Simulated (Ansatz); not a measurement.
BNH₅F: nudged elastic band

- system: BNH₅F
- method: RKS PBE/def2-TZVP (Ansatz 0.2.0)

It belongs to a series of runs on one base structure; here: band between the two ends. Figures and captions count atoms from 1; the log counts them from 0 in places.

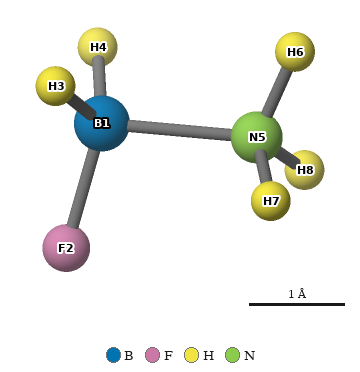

Figure 1. The structure as given in the input (ball-and-stick view, seen at a tilt; atoms are numbered from 1 in the order of the input). Bond lengths as drawn: B–F 1.41 Å, B–H 1.22 Å, B–N 1.67 Å and H–N 1.02 to 1.03 Å.

### Input
```yaml
crystal:
  periodic: [false, false, false]
  atoms:
    - { symbol: B, position_ang: [0.023529, -0.137471, 0.161287] }
    - { symbol: F, position_ang: [0.244276, 0.678698, 1.289721] }
    - { symbol: H, position_ang: [0.940568, -0.131559, -0.647138] }
    - { symbol: H, position_ang: [-1.094004, -0.029568, -0.322909] }
    - { symbol: "N", position_ang: [0.047813, -1.681718, 0.796738] }
    - { symbol: H, position_ang: [-0.104487, -2.384536, 0.067378] }
    - { symbol: H, position_ang: [0.950448, -1.868212, 1.245941] }
    - { symbol: H, position_ang: [-0.684542, -1.785132, 1.506983] }
basis:
  gaussian: { orbitals: def2-TZVP }
hamiltonian:
  xc: pbe
neb:
  order_check: false
  images: 9
  f_tol: 0.05
  max_iterations: 60
  final_atoms:
    - { symbol: B, position_ang: [0.08439027, -0.57339458, -0.53463733] }
    - { symbol: F, position_ang: [-0.34009106, -0.11797461, 2.76400744] }
    - { symbol: H, position_ang: [1.0735011, 0.05211076, -0.79813044] }
    - { symbol: H, position_ang: [-0.98955677, -0.33185815, -1.01144711] }
    - { symbol: "N", position_ang: [0.18159925, -1.61732632, 0.40364264] }
    - { symbol: H, position_ang: [-0.58431559, -2.26055683, 0.58804121] }
    - { symbol: H, position_ang: [1.07361344, -1.95250211, 0.75903366] }
    - { symbol: H, position_ang: [-0.17553965, -0.53799615, 1.92749094] }
  initial_path:
    images:
      - { positions_ang: [[0.023529, -0.137471, 0.161287], [0.244276, 0.678698, 1.289721], [0.940568, -0.131559, -0.647138], [-1.094004, -0.029568, -0.322909], [0.047813, -1.681718, 0.796738], [-0.104487, -2.384536, 0.067378], [0.950448, -1.868212, 1.245941], [-0.684542, -1.785132, 1.506983]] }
      - { positions_ang: [[0.00800905, -0.11331008, 0.12463291], [0.19348253, 0.54856688, 1.3611424], [0.944304, -0.10281202, -0.6467359], [-1.09500582, -0.03912781, -0.37592568], [0.06146549, -1.69523574, 0.75811561], [-0.16001617, -2.41623084, 0.0755748], [0.90273632, -1.88425204, 1.28825894], [-0.53137441, -1.63709635, 1.51293793]] }
      - { positions_ang: [[-0.00751089, -0.08914916, 0.08797882], [0.14268906, 0.41843575, 1.4325638], [0.94804, -0.07406504, -0.64633381], [-1.09600763, -0.04868761, -0.42894237], [0.07511798, -1.70875348, 0.71949321], [-0.21554534, -2.44792569, 0.08377159], [0.85502465, -1.90029208, 1.33057689], [-0.37820682, -1.48906069, 1.51889287]] }
      - { positions_ang: [[-0.02303084, -0.06498824, 0.05132474], [0.09189559, 0.28830463, 1.50398519], [0.95177599, -0.04531806, -0.64593171], [-1.09700945, -0.05824742, -0.48195905], [0.08877047, -1.72227122, 0.68087082], [-0.27107451, -2.47962053, 0.09196839], [0.80731297, -1.91633212, 1.37289483], [-0.22503922, -1.34102504, 1.5248478]] }
      - { positions_ang: [[-0.03855078, -0.04082731, 0.01467065], [0.04110212, 0.1581735, 1.57540659], [0.95551199, -0.01657108, -0.64552962], [-1.09801127, -0.06780723, -0.53497574], [0.10242295, -1.73578897, 0.64224843], [-0.32660368, -2.51131538, 0.10016518], [0.75960129, -1.93237215, 1.41521277], [-0.07187163, -1.19298938, 1.53080273]] }
      - { positions_ang: [[-0.05407073, -0.01666639, -0.02198344], [-0.00969135, 0.02804238, 1.64682799], [0.95924799, 0.0121759, -0.64512752], [-1.09901308, -0.07736703, -0.58799242], [0.11607544, -1.74930671, 0.60362603], [-0.38213284, -2.54301022, 0.10836198], [0.71188962, -1.94841219, 1.45753071], [0.08129596, -1.04495373, 1.53675766]] }
      - { positions_ang: [[-0.02637853, -0.12801203, -0.12451422], [-0.07577129, -0.00116102, 1.87026388], [0.98209861, 0.02016287, -0.6757281], [-1.07712182, -0.12826526, -0.67268336], [0.1291802, -1.72291063, 0.56362935], [-0.42256939, -2.48651954, 0.20429782], [0.78423438, -1.94923018, 1.3178313], [0.02992884, -0.94356221, 1.61490432]] }
      - { positions_ang: [[0.00131367, -0.23935767, -0.227045], [-0.14185123, -0.03036442, 2.09369977], [1.00494924, 0.02814984, -0.70632869], [-1.05523056, -0.17916348, -0.7573743], [0.14228497, -1.69651455, 0.52363268], [-0.46300594, -2.43002887, 0.30023367], [0.85657915, -1.95004816, 1.17813189], [-0.02143829, -0.8421707, 1.69305098]] }
      - { positions_ang: [[0.02900587, -0.35070331, -0.32957578], [-0.20793117, -0.05956781, 2.31713566], [1.02779986, 0.03613682, -0.73692927], [-1.03333929, -0.2300617, -0.84206523], [0.15538973, -1.67011848, 0.483636], [-0.50344249, -2.37353819, 0.39616952], [0.92892391, -1.95086614, 1.03843248], [-0.07280541, -0.74077918, 1.77119763]] }
      - { positions_ang: [[0.05669807, -0.46204894, -0.43210655], [-0.27401112, -0.08877121, 2.54057155], [1.05065048, 0.04412379, -0.76752986], [-1.01144803, -0.28095993, -0.92675617], [0.16849449, -1.6437224, 0.44363932], [-0.54387904, -2.31704751, 0.49210536], [1.00126868, -1.95168413, 0.89873307], [-0.12417253, -0.63938767, 1.84934429]] }
      - { positions_ang: [[0.08439027, -0.57339458, -0.53463733], [-0.34009106, -0.11797461, 2.76400744], [1.0735011, 0.05211076, -0.79813044], [-0.98955677, -0.33185815, -1.01144711], [0.18159925, -1.61732632, 0.40364264], [-0.58431559, -2.26055683, 0.58804121], [1.07361344, -1.95250211, 0.75903366], [-0.17553965, -0.53799615, 1.92749094]] }
```

Launched with:
```bash
ansatz run input.yaml --threads 4 --pin off --max-ram 5120MiB --backend cpu --events-out ev --progress --plain --runs-dir out
```

### The program's output
```
Engine: ansatz 0.2.0, aarch64-unknown-linux-gnu
Functional definition: PBE
  parameter kappa = 0.804
  parameter beta = 0.06672455060314922
  exchange = pbe_x(kappa = kappa, mu = beta*pi^2/3)
  correlation = pbe_c(beta = beta)
700 factors; their error is unknown
mean field evaluation 1: about -4954.7920 eV, gradient 6.5e1 eV
mean field evaluation 2: about -4940.1457 eV, gradient 1.1e2 eV
mean field evaluation 4: about -4962.6653 eV, gradient 8.5e0 eV
mean field evaluation 8: about -4962.7631 eV, gradient 3.2e-1 eV
mean field evaluation 16: about -4962.7633 eV, gradient 6.6e-6 eV
mean field -4962.76326061 eV, -182.3781859457 hartree, gradient 6.6e-6 eV, S^2 0.000000; 0 other end points of the search recorded, 0 dependent functions left out
the calculation of the forces begins
reference -4962.76329716 eV, -182.3781872889 hartree; 13, 13 occupied and 110, 110 virtual orbitals, 700 factors
700 factors; their error is unknown
mean field evaluation 32: about -4962.0057 eV, gradient 1.2e-5 eV
mean field -4962.00569733 eV, -182.3503460086 hartree, gradient 1.2e-5 eV, S^2 0.000000; 0 other end points of the search recorded, 0 dependent functions left out
[... from here on the field's lines of each further geometry are left out, up to the last ...]
NEB iter   1: max|band force component| = 5.498e0 eV/Å  barrier→ = 4.4874 eV  barrier← = 3.7298 eV  Δτ_max = 0.1931 Å  (291 SCF iters)
NEB iter   2: max|band force component| = 2.515e0 eV/Å  barrier→ = 2.5718 eV  barrier← = 1.8142 eV  Δτ_max = 0.2000 Å  (313 SCF iters)
NEB iter   3: max|band force component| = 2.656e0 eV/Å  barrier→ = 1.6370 eV  barrier← = 0.8795 eV  Δτ_max = 0.0997 Å  (278 SCF iters)
NEB iter   4: max|band force component| = 1.374e0 eV/Å  barrier→ = 1.4465 eV  barrier← = 0.6889 eV  Δτ_max = 0.1964 Å  (264 SCF iters)
NEB iter   5: max|band force component| = 8.286e-1 eV/Å  barrier→ = 1.2892 eV  barrier← = 0.5317 eV  Δτ_max = 0.1948 Å  (267 SCF iters)
NEB iter   6: max|band force component| = 5.112e-1 eV/Å  barrier→ = 1.2480 eV  barrier← = 0.4904 eV  Δτ_max = 0.1104 Å  (276 SCF iters)
NEB iter   7: max|band force component| = 5.659e-1 eV/Å  barrier→ = 1.2290 eV  barrier← = 0.4715 eV  CI = image 6  Δτ_max = 0.1155 Å  (264 SCF iters)
NEB iter   8: max|band force component| = 4.990e-1 eV/Å  barrier→ = 1.2569 eV  barrier← = 0.4993 eV  CI = image 6  Δτ_max = 0.0607 Å  (265 SCF iters)
NEB iter   9: max|band force component| = 2.644e-1 eV/Å  barrier→ = 1.2502 eV  barrier← = 0.4927 eV  CI = image 6  Δτ_max = 0.0417 Å  (276 SCF iters)
NEB iter  10: max|band force component| = 8.340e-2 eV/Å  barrier→ = 1.2440 eV  barrier← = 0.4864 eV  CI = image 6  Δτ_max = 0.0061 Å  (277 SCF iters)
the calculation of the forces begins
reference -4961.99293824 eV, -182.3498771206 hartree; 13, 13 occupied and 110, 110 virtual orbitals, 700 factors
700 factors; their error is unknown
mean field evaluation 1024: about -4961.5197 eV, gradient 2.3e-3 eV
mean field -4961.51967561 eV, -182.3324850398 hartree, gradient 9.4e-6 eV, S^2 0.000000; 1 other end points of the search recorded, 0 dependent functions left out
the calculation of the forces begins
reference -4961.51971119 eV, -182.3324863475 hartree; 13, 13 occupied and 110, 110 virtual orbitals, 700 factors
NEB iter  11: max|band force component| = 2.571e-2 eV/Å  barrier→ = 1.2436 eV  barrier← = 0.4860 eV  CI = image 6  Δτ_max = 0.0000 Å  (711 SCF iters)
```

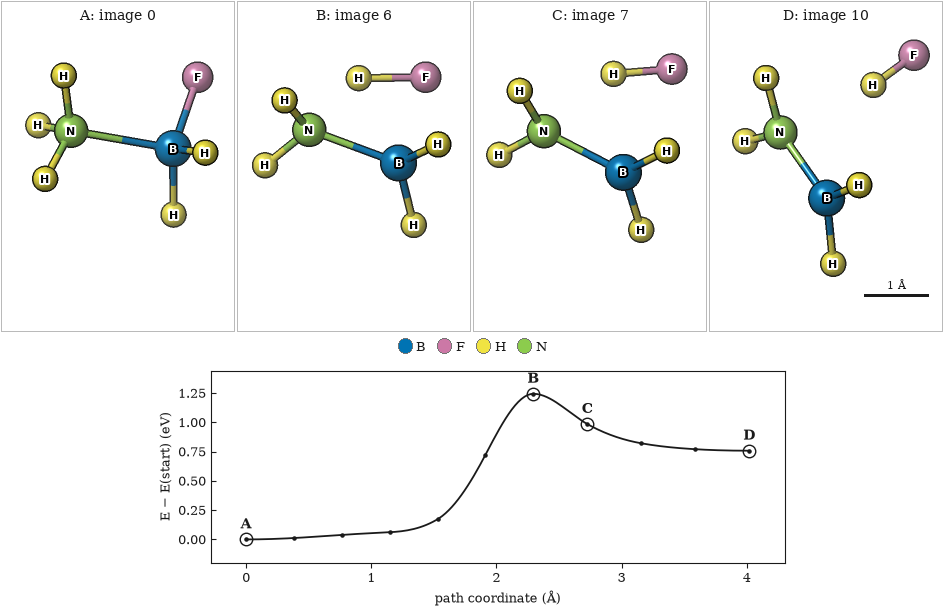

Figure 2. Images of the last band (counted from 0; ball-and-stick, seen at a tilt) above the energy along the path; the line is a cubic interpolation that uses the forces. The highest image is number 6, 1.244 eV above the start and 0.486 eV above the end (the climbing image); the end lies 0.758 eV above the start. The path is 4.02 Å long. The band converged in 11 iterations.

```
Total energy: -4961.51971119 eV, -182.3324863475 hartree
Atom 0 at     0.039710    -0.403548    -0.042543 Å, force    -0.009550     0.002685     0.024373 eV/Å
Atom 1 at    -0.291340     0.278738     1.640981 Å, force    -0.000276    -0.010138    -0.011969 eV/Å
Atom 2 at     1.069099     0.133541    -0.340396 Å, force     0.005575     0.000567    -0.005116 eV/Å
Atom 3 at    -0.986816    -0.177014    -0.618973 Å, force     0.001205     0.003330    -0.007551 eV/Å
Atom 4 at     0.147508    -1.747089     0.638275 Å, force     0.002401     0.017913    -0.021417 eV/Å
Atom 5 at    -0.583723    -2.434669     0.472834 Å, force     0.007998    -0.013702     0.006840 eV/Å
Atom 6 at     1.062346    -2.187255     0.704064 Å, force    -0.006115    -0.013466    -0.000857 eV/Å
Atom 7 at    -0.133183    -0.802202     1.643758 Å, force    -0.001238     0.012810     0.015697 eV/Å
Dipole moment:     0.103668    -0.699054     0.006495 e Å
this run last wrote the band of iteration 11 to [file]
```

### The last band as extended XYZ (Å, eV, eV/Å)
```
8
Properties=species:S:1:pos:R:3:forces:R:3 image=0 energy=-4962.76326
B     0.0235   -0.1375    0.1613    0.0029   0.0129   0.0085
F     0.2443    0.6787    1.2897   -0.0021  -0.0066  -0.0097
H     0.9406   -0.1316   -0.6471    0.0038  -0.0012  -0.0021
H    -1.0940   -0.0296   -0.3229   -0.0015  -0.0032   0.0015
N     0.0478   -1.6817    0.7967   -0.0062  -0.0100   0.0096
H    -0.1045   -2.3845    0.0674    0.0018   0.0078   0.0046
H     0.9504   -1.8682    1.2459   -0.0071   0.0014  -0.0047
H    -0.6845   -1.7851    1.5070    0.0084  -0.0013  -0.0076
8
Properties=species:S:1:pos:R:3:forces:R:3 image=1 energy=-4962.75134
B     0.0262   -0.1363    0.1573   -0.0005   0.0001   0.0005
F     0.0996    0.6817    1.3033    0.0218   0.0013  -0.0006
H     1.0125   -0.0772   -0.5615   -0.0100  -0.0084  -0.0148
H    -1.0467   -0.0810   -0.4267   -0.0095   0.0049   0.0161
N     0.0593   -1.6852    0.7954   -0.0008   0.0005   0.0012
H    -0.2712   -2.3761    0.1161    0.0236  -0.0019  -0.0120
H     1.0008   -1.9503    1.0993   -0.0026   0.0125   0.0228
H    -0.5569   -1.7149    1.6148   -0.0221  -0.0089  -0.0131
8
Properties=species:S:1:pos:R:3:forces:R:3 image=2 energy=-4962.72466
B     0.0213   -0.1345    0.1497   -0.0008   0.0002   0.0003
F    -0.0506    0.6750    1.3032    0.0273   0.0049   0.0011
H     1.0645   -0.0169   -0.4734   -0.0101  -0.0102  -0.0200
H    -0.9964   -0.1243   -0.5266   -0.0140   0.0046   0.0190
N     0.0722   -1.6920    0.7941   -0.0001   0.0008   0.0018
H    -0.4183   -2.3676    0.2025    0.0263  -0.0035  -0.0205
H     1.0291   -2.0227    0.9435    0.0024   0.0143   0.0286
H    -0.3981   -1.6566    1.7051   -0.0311  -0.0111  -0.0104
8
Properties=species:S:1:pos:R:3:forces:R:3 image=3 energy=-4962.70167
B     0.0118   -0.1369    0.1388   -0.0016   0.0094   0.0051
F    -0.2038    0.6529    1.2907    0.0141   0.0234  -0.0130
H     1.0993    0.0432   -0.3844   -0.0035  -0.0105  -0.0105
H    -0.9415   -0.1657   -0.6232   -0.0060  -0.0014   0.0075
N     0.0861   -1.6970    0.7929   -0.0025   0.0008   0.0052
H    -0.5415   -2.3555    0.3252    0.0121   0.0040  -0.0177
H     1.0314   -2.0879    0.7911    0.0028   0.0129   0.0087
H    -0.2182   -1.5926    1.7669   -0.0155  -0.0385   0.0147
8
Properties=species:S:1:pos:R:3:forces:R:3 image=4 energy=-4962.59046
B     0.0048   -0.1760    0.1103   -0.0400   0.1868   0.1003
F    -0.2928    0.5070    1.3445    0.0044   0.2803  -0.2530
H     1.0990    0.1095   -0.3369   -0.0046  -0.0234  -0.0326
H    -0.9296   -0.1739   -0.6681    0.0206  -0.0174  -0.0312
N     0.1117   -1.7109    0.7534   -0.0387   0.0298   0.0521
H    -0.6016   -2.3819    0.4602    0.0050   0.0403  -0.0191
H     1.0314   -2.1566    0.7368    0.0000   0.0438  -0.0123
H    -0.0992   -1.3568    1.6978    0.0533  -0.5400   0.1957
8
Properties=species:S:1:pos:R:3:forces:R:3 image=5 energy=-4962.03999
B     0.0176   -0.2747    0.0584   -0.2059   0.7544   0.5781
F    -0.2873    0.3598    1.4714    0.0766   0.4323  -0.9166
H     1.0865    0.1211   -0.3367   -0.0106  -0.0221  -0.0543
H    -0.9585   -0.1753   -0.6446    0.0424  -0.0128  -0.0423
N     0.1247   -1.7226    0.7223   -0.0957   0.1407   0.4501
H    -0.5958   -2.4078    0.4864   -0.0136   0.1229   0.1115
H     1.0421   -2.1721    0.7413   -0.0503   0.1193   0.1020
H    -0.1055   -1.0678    1.5995    0.2571  -1.5346  -0.2285
8
Properties=species:S:1:pos:R:3:forces:R:3 image=6 energy=-4961.51968
B     0.0397   -0.4035   -0.0425   -0.0095   0.0027   0.0244
F    -0.2913    0.2787    1.6410   -0.0003  -0.0101  -0.0120
H     1.0691    0.1335   -0.3404    0.0056   0.0006  -0.0051
H    -0.9868   -0.1770   -0.6190    0.0012   0.0033  -0.0076
N     0.1475   -1.7471    0.6383    0.0024   0.0179  -0.0214
H    -0.5837   -2.4347    0.4728    0.0080  -0.0137   0.0068
H     1.0623   -2.1873    0.7041   -0.0061  -0.0135  -0.0009
H    -0.1332   -0.8022    1.6438   -0.0012   0.0128   0.0157
8
Properties=species:S:1:pos:R:3:forces:R:3 image=7 energy=-4961.77813
B     0.0637   -0.5144   -0.1991    0.0504  -0.1685  -0.2394
F    -0.3169    0.2911    1.9355   -0.0553   0.0342   0.4031
H     1.0558    0.1331   -0.3722    0.0164  -0.0287  -0.0355
H    -1.0100   -0.1910   -0.6191    0.0055  -0.0268  -0.0405
N     0.1788   -1.7739    0.4711    0.0315  -0.0327  -0.2353
H    -0.5803   -2.4491    0.4719   -0.0042  -0.0223   0.0087
H     1.0820   -2.1919    0.6756    0.0106  -0.0162   0.0046
H    -0.1497   -0.6435    1.7344   -0.0549   0.2610   0.1343
8
Properties=species:S:1:pos:R:3:forces:R:3 image=8 energy=-4961.94239
B     0.0705   -0.5550   -0.3257    0.0119  -0.0217  -0.0649
F    -0.3393    0.2414    2.2920   -0.0157  -0.0117   0.1600
H     1.0518    0.1147   -0.4832    0.0093  -0.0194  -0.0503
H    -1.0176   -0.2283   -0.7070    0.0078  -0.0182  -0.0510
N     0.1936   -1.7668    0.3865    0.0001   0.0039  -0.0343
H    -0.5708   -2.4317    0.4745   -0.0006   0.0094   0.0068
H     1.0929   -2.1576    0.6559   -0.0019   0.0108   0.0037
H    -0.1575   -0.5562    1.8050   -0.0109   0.0468   0.0301
8
Properties=species:S:1:pos:R:3:forces:R:3 image=9 energy=-4961.99290
B     0.0747   -0.5626   -0.4342    0.0014  -0.0006  -0.0138
F    -0.3416    0.0749    2.5696   -0.0011  -0.0206   0.0418
H     1.0570    0.0941   -0.6382    0.0038  -0.0068  -0.0244
H    -1.0098   -0.2722   -0.8553    0.0036  -0.0066  -0.0240
N     0.1912   -1.7038    0.3816   -0.0008   0.0101  -0.0009
H    -0.5720   -2.3625    0.5169   -0.0023   0.0112   0.0082
H     1.0890   -2.0683    0.6912   -0.0030   0.0101   0.0070
H    -0.1648   -0.5390    1.8663   -0.0015   0.0031   0.0062
8
Properties=species:S:1:pos:R:3:forces:R:3 image=10 energy=-4962.00570
B     0.0844   -0.5734   -0.5346   -0.0002   0.0020  -0.0070
F    -0.3401   -0.1180    2.7640    0.0010  -0.0020  -0.0033
H     1.0735    0.0521   -0.7981   -0.0010   0.0005   0.0011
H    -0.9896   -0.3319   -1.0114    0.0006   0.0014   0.0017
N     0.1816   -1.6173    0.4036   -0.0017   0.0088  -0.0021
H    -0.5843   -2.2606    0.5880   -0.0105  -0.0087   0.0021
H     1.0736   -1.9525    0.7590    0.0130  -0.0044   0.0053
H    -0.1755   -0.5380    1.9275   -0.0012   0.0023   0.0022
```

### Summary

| quantity | value |
| --- | --- |
| outcome | converged |
| barrier, forward | 1.244 eV |
| barrier, backward | 0.486 eV |
| hardware | 4 threads of Arm Neoverse V2, 24 GiB of memory available, shared host |
| wall time | 61 s (CPU time 3.7 min) |
| peak memory | 0.18 GiB |

### Notes

The order of the saddle point was not checked.
